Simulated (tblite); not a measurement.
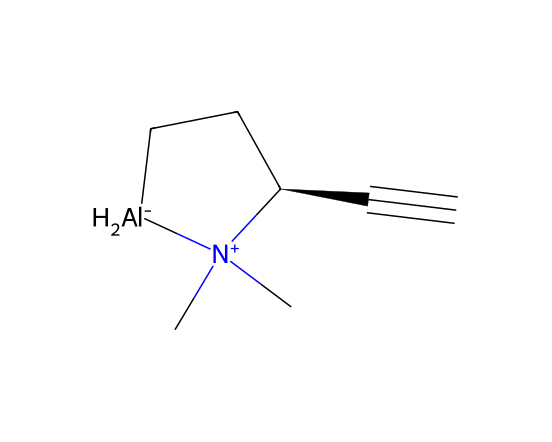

Simulated data, not a measurement (program: tblite).

2D structure.

Q: Transcribe the drawing into SMILES.

A: C#C[C@@H]1C[CH2][AlH2-][N+]1(C)C

Q: Give the formula, hydrogens included.

A: C7H14AlN.

Q: An optimisation with GFN2-xTB gave a structure of which point group?

A: C1.
